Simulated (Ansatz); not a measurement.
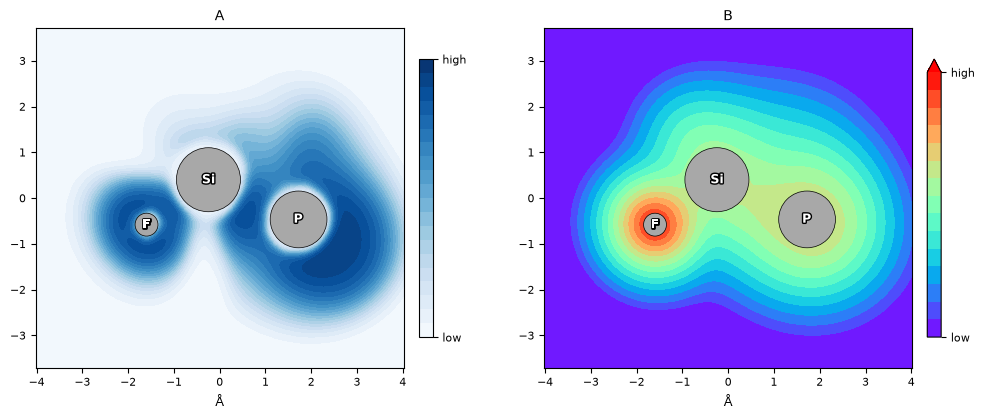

F₂PSi₂ (SMILES F[Si]1(F)[Si-]=P1) (charge −1): 2 fields on the plane of atoms F1, Si4 and P3, with unlabelled colour scales. Grey discs cover the atomic cores.

Geometry: PBE0-D3(BJ)/def2-SVPD.

All numbers below come from isolated molecule in a Gaussian basis; Kohn-Sham density functional theory, functional PBE0 (Ansatz).

**Which field does each panel show? The fields are: electron density and electron localisation function.**

Panel A: electron localisation function. Panel B: electron density. From the grid: Si–F (1.67 Å): ρ at the midpoint is about 0.98 e/Å³; the ELF peaks at about 0.85 in the valence shell of F, 0.6 Å from its nucleus, and is about 0.45 at the midpoint. Si–P (2.15 Å): ρ is about 0.77 e/Å³ halfway; the ELF peaks at about 0.85 between the atoms; localised, covalent bonding.
